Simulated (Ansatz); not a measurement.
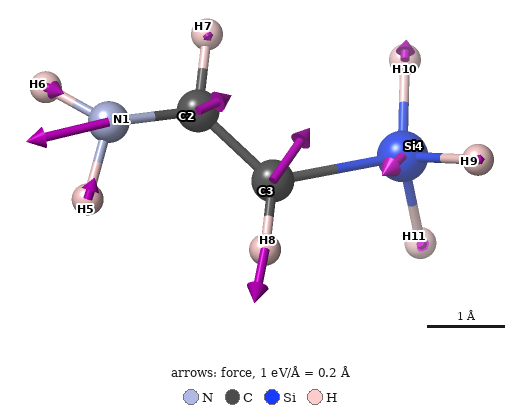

Starting geometry of C2H7NSi (coarse preliminary run) with the computed forces as purple arrows. A ball-and-stick model, seen at a tilt.

The start comes from a force field.

Computed with RKS PBE-D4/def2-SVP (Ansatz 0.2.0). Settings: force threshold 0.03 eV/Å; at most 200 steps.

Is this structure relaxed? If not, where do the atoms go?

Answer. It isn't relaxed: the largest force vector, on N1, is 5.65 eV/Å. The final displacements follow the starting forces only in part (cosine between the two patterns 0.33). The energy falls by 59.5 kJ/mol in 6 accepted moves (7 points after the start). The largest force component goes from 4.9 to 0.024 eV/Å. The line search rejected the trial step at point 5 of the run. The largest move after the best rigid fit is that of H11, 0.19 Å. Largest moves by element: H 0.19 Å, N 0.11 Å, C 0.08 Å, Si 0.07 Å. Some distances before and after: C3–H8 1.012 → 1.107 Å, Si4–H10 1.426 → 1.509 Å, N1–C2 1.313 → 1.373 Å, C3–Si4 1.906 → 1.854 Å. Bond angles that change, for instance: H5–N1–H6 106.7° → 115.0°, C3–Si4–H9 105.8° → 113.3°, H10–Si4–H11 113.7° → 108.1°.
